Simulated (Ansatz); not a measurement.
**Cis-Sn(H2O)2Cl4 (Cl₄H₄O₂Sn): structure and electronic state**

What does cis-Sn(H2O)2Cl4 (Cl₄H₄O₂Sn) look like as a singlet, and where do its frontier electrons sit?

Method: RKS PBE0-D4/def2-TZVP; program: Ansatz 0.2.0, Gaussian basis.

The runs, in order: relaxation at PBE0-D4/def2-SVP; a single point at PBE0-D4/def2-TZVP.

5 further runs of the same task are left out: 2 that didn't finish, 3 set aside as unsound or not needed. Runs told in other sessions of the task aren't counted.

## (1) Starting geometry

11 atoms, charge 0, spin multiplicity 1.

Atoms are counted from 1 here; the program's logs count them from 0.

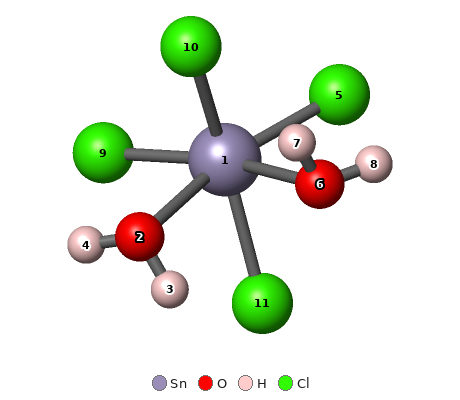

The starting geometry (tin purple, oxygen red, hydrogen pink, chlorine green); atoms are numbered from 1 in the order of the file.

Sn takes a core potential in the def2 sets. No spin-orbit coupling is included.

The start is a GFN1-xTB geometry.

## (2) Relaxation at PBE0-D4/def2-SVP

in.yaml reads:

```yaml
crystal:
  periodic: [false, false, false]
  atoms:
    - {symbol: Sn, position_ang: [-0.639330, 0.005100, -0.619940]}
    - {symbol: O, position_ang: [-0.324370, 0.115890, 1.788570]}
    - {symbol: H, position_ang: [0.023490, -0.771860, 1.910540]}
    - {symbol: H, position_ang: [-1.209610, 0.134580, 2.154440]}
    - {symbol: Cl, position_ang: [-0.262580, -0.230000, -2.947630]}
    - {symbol: O, position_ang: [1.774460, -0.083590, -0.322220]}
    - {symbol: H, position_ang: [1.916750, 0.843480, -0.110170]}
    - {symbol: H, position_ang: [2.128270, -0.242050, -1.198260]}
    - {symbol: Cl, position_ang: [-2.965560, 0.212140, -0.228000]}
    - {symbol: Cl, position_ang: [-0.047070, 2.311640, -0.415370]}
    - {symbol: Cl, position_ang: [-0.394450, -2.295350, -0.011950]}
basis:
  gaussian: {orbitals: def2-SVP}
hamiltonian: {xc: pbe0, dispersion: d4}
scf: {lower_state_search: "off"}
output: {orbitals: {seedname: orbitals}}
relax: {f_tol: 0.02, max_steps: 100}
```

Command:

```
$ ansatz run in.yaml --threads 4 --pin off --events-out ev --progress --plain --max-ram 4787MiB
```

What it wrote:

```text
Functional definition: PBE0
  name "PBE0"
  cite "Adamo & Barone, J. Chem. Phys. 110, 6158 (1999) doi:10.1063/1.478522"
  cite "Perdew, Burke & Ernzerhof, Phys. Rev. Lett. 77, 3865 (1996) doi:10.1103/PhysRevLett.77.3865"
  parent pbe
  parameter a = 0.25
  parameter kappa = 0.804
  parameter beta = 0.06672455060314922
  exchange = (1 - a)*pbe_x(kappa = kappa, mu = beta*pi^2/3) + a*exact_x
  correlation = pbe_c(beta = beta)
these checks for a lower state are left out or cut short: stability, starts, cluster_reference, orbital_swaps, neighbouring_geometries, increment
1542 factors; integrals over basis functions are off by at most 4.5e-4 eV
mean field evaluation 1: about -60040.8013 eV, gradient 5.9e1 eV
mean field evaluation 2: about -60033.5794 eV, gradient 8.6e1 eV
mean field evaluation 4: about -60047.1186 eV, gradient 2.4e0 eV
mean field evaluation 8: about -60047.1326 eV, gradient 4.0e-2 eV
mean field evaluation 16: about -60047.1326 eV, gradient 4.7e-6 eV
mean field -60047.13262055 eV, -2206.6914223969 hartree, gradient 6.0e-6 eV, S^2 0.000000; 0 other end points of the search recorded, 0 dependent functions left out
the calculation of the forces begins
reference -60047.13264874 eV, -2206.6914234327 hartree; 55, 55 occupied and 91, 91 virtual orbitals, 1542 factors
relax step   1: F+E_penalty+E_count = -60047.52322767 eV  Δ(F+E_penalty+E_count) = +0.000e0 eV  max|allowed force component| = 6.967e-1 eV/Å  Δτ_max = 0.0000 Å  (15 SCF iters, accepted)
these checks for a lower state are left out or cut short: stability, starts, cluster_reference, orbital_swaps, neighbouring_geometries, increment
1542 factors; integrals over basis functions are off by at most 4.6e-4 eV
mean field -60047.17525451 eV, -2206.6929891661 hartree, gradient 4.5e-6 eV, S^2 0.000000; 0 other end points of the search recorded, 0 dependent functions left out
the calculation of the forces begins
reference -60047.17528270 eV, -2206.6929902018 hartree; 55, 55 occupied and 91, 91 virtual orbitals, 1542 factors
relax step   2: F+E_penalty+E_count = -60047.57087312 eV  Δ(F+E_penalty+E_count) = -4.765e-2 eV  max|allowed force component| = 5.953e-1 eV/Å  Δτ_max = 0.1942 Å  (18 SCF iters, accepted)
these checks for a lower state are left out or cut short: stability, starts, cluster_reference, orbital_swaps, neighbouring_geometries, increment
1542 factors; integrals over basis functions are off by at most 4.8e-4 eV
mean field -60047.20257334 eV, -2206.6939931145 hartree, gradient 3.6e-6 eV, S^2 0.000000; 0 other end points of the search recorded, 0 dependent functions left out
the calculation of the forces begins
reference -60047.20260153 eV, -2206.6939941505 hartree; 55, 55 occupied and 91, 91 virtual orbitals, 1542 factors
relax step   3: F+E_penalty+E_count = -60047.59908369 eV  Δ(F+E_penalty+E_count) = -2.821e-2 eV  max|allowed force component| = 6.955e-1 eV/Å  Δτ_max = 0.1276 Å  (19 SCF iters, accepted)
these checks for a lower state are left out or cut short: stability, starts, cluster_reference, orbital_swaps, neighbouring_geometries, increment
1542 factors; integrals over basis functions are off by at most 4.6e-4 eV
mean field evaluation 32: about -60047.1384 eV, gradient 5.6e0 eV
mean field -60047.22161138 eV, -2206.6946927497 hartree, gradient 3.6e-6 eV, S^2 0.000000; 0 other end points of the search recorded, 0 dependent functions left out
the calculation of the forces begins
reference -60047.22163959 eV, -2206.6946937862 hartree; 55, 55 occupied and 91, 91 virtual orbitals, 1542 factors
relax step   4: F+E_penalty+E_count = -60047.61700713 eV  Δ(F+E_penalty+E_count) = -1.792e-2 eV  max|allowed force component| = 4.322e-1 eV/Å  Δτ_max = 0.1028 Å  (19 SCF iters, accepted)
these checks for a lower state are left out or cut short: stability, starts, cluster_reference, orbital_swaps, neighbouring_geometries, increment
1542 factors; integrals over basis functions are off by at most 6.0e-4 eV
mean field -60047.21952569 eV, -2206.6946161018 hartree, gradient 3.3e-6 eV, S^2 0.000000; 0 other end points of the search recorded, 0 dependent functions left out
the calculation of the forces begins
reference -60047.21955391 eV, -2206.6946171389 hartree; 55, 55 occupied and 91, 91 virtual orbitals, 1542 factors
relax step   5: F+E_penalty+E_count = -60047.61461633 eV  Δ(F+E_penalty+E_count) = +2.391e-3 eV  max|allowed force component| = 2.422e-1 eV/Å  Δτ_max = 0.0933 Å  (19 SCF iters, rejected (line search))
these checks for a lower state are left out or cut short: stability, starts, cluster_reference, orbital_swaps, neighbouring_geometries, increment
1542 factors; integrals over basis functions are off by at most 5.2e-4 eV
mean field -60047.22947724 eV, -2206.6949818148 hartree, gradient 3.5e-6 eV, S^2 0.000000; 0 other end points of the search recorded, 0 dependent functions left out
the calculation of the forces begins
reference -60047.22950544 eV, -2206.6949828508 hartree; 55, 55 occupied and 91, 91 virtual orbitals, 1542 factors
relax step   6: F+E_penalty+E_count = -60047.62482455 eV  Δ(F+E_penalty+E_count) = -7.817e-3 eV  max|allowed force component| = 1.514e-1 eV/Å  Δτ_max = 0.0464 Å  (20 SCF iters, accepted)
these checks for a lower state are left out or cut short: stability, starts, cluster_reference, orbital_swaps, neighbouring_geometries, increment
1542 factors; integrals over basis functions are off by at most 5.1e-4 eV
mean field -60047.23118132 eV, -2206.6950444384 hartree, gradient 3.6e-6 eV, S^2 0.000000; 0 other end points of the search recorded, 0 dependent functions left out
the calculation of the forces begins
reference -60047.23120950 eV, -2206.6950454740 hartree; 55, 55 occupied and 91, 91 virtual orbitals, 1542 factors
relax step   7: F+E_penalty+E_count = -60047.62643844 eV  Δ(F+E_penalty+E_count) = -1.614e-3 eV  max|allowed force component| = 1.042e-1 eV/Å  Δτ_max = 0.0223 Å  (20 SCF iters, accepted)
these checks for a lower state are left out or cut short: stability, starts, cluster_reference, orbital_swaps, neighbouring_geometries, increment
1542 factors; integrals over basis functions are off by at most 4.8e-4 eV
mean field evaluation 64: about -60047.2325 eV, gradient 4.3e-4 eV
mean field -60047.23247088 eV, -2206.6950918287 hartree, gradient 3.6e-6 eV, S^2 0.000000; 0 other end points of the search recorded, 0 dependent functions left out
the calculation of the forces begins
reference -60047.23249904 eV, -2206.6950928635 hartree; 55, 55 occupied and 91, 91 virtual orbitals, 1542 factors
relax step   8: F+E_penalty+E_count = -60047.62757853 eV  Δ(F+E_penalty+E_count) = -1.140e-3 eV  max|allowed force component| = 7.580e-3 eV/Å  Δτ_max = 0.0189 Å  (20 SCF iters, accepted)
Total energy: -60047.62760669 eV, -2206.7096128018 hartree
Atom 0 at    -0.543817    -0.006185    -0.534643 Å, force    -0.000467    -0.000873     0.000012 eV/Å
Atom 1 at    -0.355137     0.027401     1.792439 Å, force    -0.002585     0.002786    -0.006597 eV/Å
Atom 2 at    -0.353680    -0.927884     1.980139 Å, force    -0.000118    -0.005366     0.002205 eV/Å
Atom 3 at    -1.205685     0.363355     2.115624 Å, force    -0.002446     0.004053     0.001593 eV/Å
Atom 4 at    -0.210515    -0.174097    -2.864369 Å, force    -0.000089     0.001750     0.003480 eV/Å
Atom 5 at     1.786419    -0.009957    -0.385045 Å, force    -0.007580    -0.002357    -0.001718 eV/Å
Atom 6 at     1.963290     0.947286    -0.399270 Å, force     0.001662     0.004429    -0.001057 eV/Å
Atom 7 at     2.100141    -0.354120    -1.235819 Å, force     0.001899    -0.003436    -0.002860 eV/Å
Atom 8 at    -2.869316     0.137382    -0.161941 Å, force     0.003583    -0.001437    -0.000684 eV/Å
Atom 9 at    -0.048313     2.319780    -0.291454 Å, force     0.002368    -0.000131     0.003756 eV/Å
Atom 10 at    -0.263387    -2.322980    -0.015649 Å, force     0.003772     0.000582     0.001870 eV/Å
Dipole moment:     0.647857     0.007423     0.635548 e Å
Checks for a lower state left out: stability, starts, cluster_reference, orbital_swaps, neighbouring_geometries, increment
```

Wall time 21 s (4 threads of AMD EPYC 7B13, shared host).

Step by step: (the energy doesn't fall at every step)

```csv
step,energy from step 1 (eV),largest force component (eV/Å)
1,0.0000,0.6967
2,-0.0476,0.5953
3,-0.0759,0.6955
4,-0.0938,0.4322
5,-0.0914,0.2422
6,-0.1016,0.1514
7,-0.1032,0.1042
8,-0.1044,0.0076
```

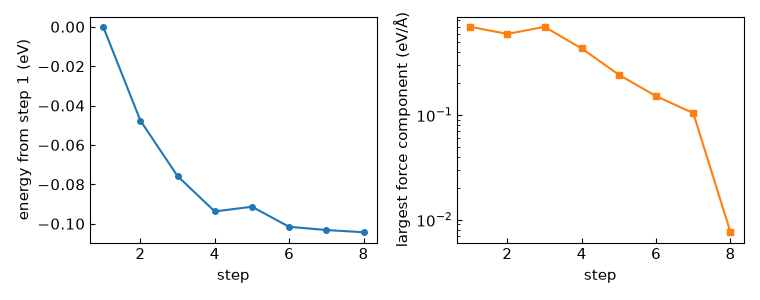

Energy and force, step by step.

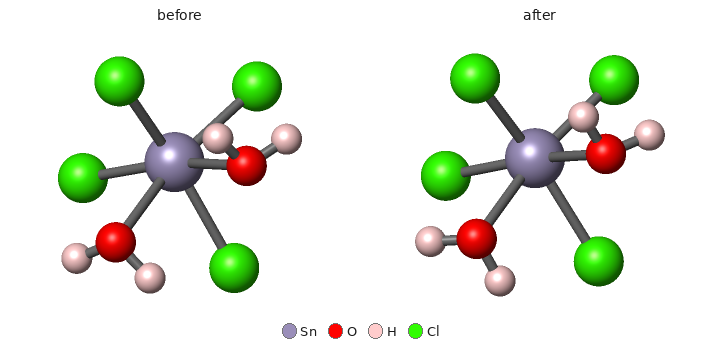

The geometry before (left) and after (right).

Distances of close pairs at the start and the end, largest changes first:

```csv
bond,before (Å),after (Å),change (Å)
Sn1–O6,2.434,2.335,-0.099
Sn1–O2,2.432,2.335,-0.097
O2–H3,0.961,0.974,+0.012
O6–H7,0.962,0.974,+0.012
O6–H8,0.958,0.970,+0.012
O2–H4,0.958,0.970,+0.012
Sn1–Cl5,2.370,2.359,-0.010
Sn1–Cl9,2.368,2.360,-0.009
```

Bonds by kind at the end (by distance):

```
 bond  count  shortest (Å)  longest (Å)
Cl–Sn      4         2.359        2.391
 O–Sn      2         2.335        2.335
  H–O      4         0.970        0.974
```

## (3) Single point, PBE0-D4/def2-TZVP

start.molden holds the orbitals of an earlier run on this state, given as this run's starting guess.

in.yaml reads:

```yaml
crystal:
  periodic: [false, false, false]
  atoms:
    - {symbol: Sn, position_ang: [-0.543817, -0.006185, -0.534643]}
    - {symbol: O, position_ang: [-0.355137, 0.027401, 1.792439]}
    - {symbol: H, position_ang: [-0.353680, -0.927884, 1.980139]}
    - {symbol: H, position_ang: [-1.205685, 0.363355, 2.115624]}
    - {symbol: Cl, position_ang: [-0.210515, -0.174097, -2.864369]}
    - {symbol: O, position_ang: [1.786419, -0.009957, -0.385045]}
    - {symbol: H, position_ang: [1.963290, 0.947286, -0.399270]}
    - {symbol: H, position_ang: [2.100141, -0.354120, -1.235819]}
    - {symbol: Cl, position_ang: [-2.869316, 0.137382, -0.161941]}
    - {symbol: Cl, position_ang: [-0.048313, 2.319780, -0.291454]}
    - {symbol: Cl, position_ang: [-0.263387, -2.322980, -0.015649]}
basis:
  gaussian: {orbitals: def2-TZVP, initial_orbitals: start.molden}
hamiltonian: {xc: pbe0, dispersion: d4}
scf: {omitted_lower_state_checks: [starts]}
output: {orbitals: {seedname: orbitals}}
```

The command is unchanged.

What it wrote:

```text
Functional definition: PBE0
  name "PBE0"
  cite "Adamo & Barone, J. Chem. Phys. 110, 6158 (1999) doi:10.1063/1.478522"
  cite "Perdew, Burke & Ernzerhof, Phys. Rev. Lett. 77, 3865 (1996) doi:10.1103/PhysRevLett.77.3865"
  parent pbe
  parameter a = 0.25
  parameter kappa = 0.804
  parameter beta = 0.06672455060314922
  exchange = (1 - a)*pbe_x(kappa = kappa, mu = beta*pi^2/3) + a*exact_x
  correlation = pbe_c(beta = beta)
these checks for a lower state are left out or cut short: starts
2011 factors; their error is unknown
mean field evaluation 1: about -60063.9139 eV, gradient 2.3e2 eV
mean field evaluation 2: about -60069.3827 eV, gradient 7.3e0 eV
mean field evaluation 4: about -60069.7671 eV, gradient 4.4e-1 eV
mean field evaluation 8: about -60069.7674 eV, gradient 2.2e-5 eV
mean field -60069.76737158 eV, -2207.5232341547 hartree, gradient 2.2e-5 eV, S^2 0.000000; 0 other end points of the search recorded, 0 dependent functions left out
reference -60069.76740753 eV, -2207.5232354758 hartree; 55, 55 occupied and 229, 229 virtual orbitals, 2011 factors
Total energy: -60070.16251519 eV, -2207.5377554146 hartree
Checks for a lower state left out: starts
```

Run time: 9 s. Hardware: 4 threads of AMD EPYC 7B13, shared host; peak memory 1.4 GiB.

HOMO -8.80 eV, LUMO -2.86 eV.

Mulliken charges, from this run's orbitals:

```csv
atom,value (e)
Sn1,0.98
O2,-0.53
H3,0.36
H4,0.37
Cl5,-0.34
O6,-0.53
H7,0.36
H8,0.37
Cl9,-0.34
Cl10,-0.36
Cl11,-0.36
```

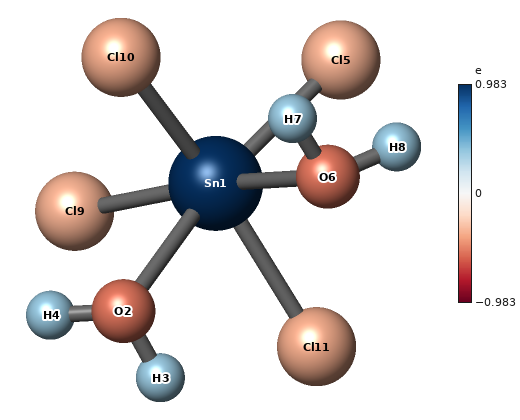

Mulliken charges, from this run's orbitals, as colours on the atoms.

Largest Mayer bond orders: Sn1–Cl5 0.94; Sn1–Cl9 0.94; Sn1–Cl10 0.91; Sn1–Cl11 0.91; O2–H4 0.85; O6–H8 0.85; O2–H3 0.83; O6–H7 0.83; Sn1–O2 0.35; Sn1–O6 0.35.

## (4) Summary of results

```
                       quantity                            value
                    point group                               C2
 commonest bond, hydrogen aside  Cl–Sn, 4 of mean length 2.375 Å
HOMO, LUMO at PBE0-D4/def2-TZVP                  -8.80, -2.86 eV
     dipole at PBE0-D4/def2-SVP                           4.36 D
```

In words: The molecule keeps its bonding pattern by the stored test; the atoms moved 0.20 Å (rms). No usable vibrations, so a minimum isn't proven. The point group is read from a loosely relaxed geometry; soft torsions can leave it below the true symmetry.
